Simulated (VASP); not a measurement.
Band structure of ZrB (relaxed from the CsCl type structure, space group Pm-3m). Calculation: PBEsol GGA, VASP's PBE PAW potentials (set 64) (plane waves; VASP 6.6.1).

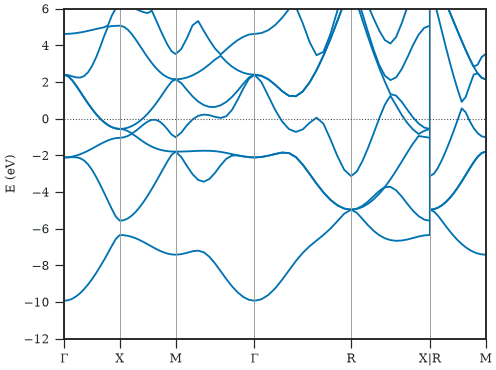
Figure. Bands along high-symmetry lines, zero at the valence-band maximum or, without a gap, the Fermi level

Problem. Read the plot: is there a gap, and where are the band edges?

Solution. It has no gap at this level: it comes out as a metal or semimetal. (Edges off the drawn lines would not show.)

The structure was generated: ZrB was put into the CsCl type type (Pm-3m), which need not be its known phase. It was relaxed first, which changed the volume by -30 %. The electron count is odd and the run is not spin-polarised, which forces a metal.
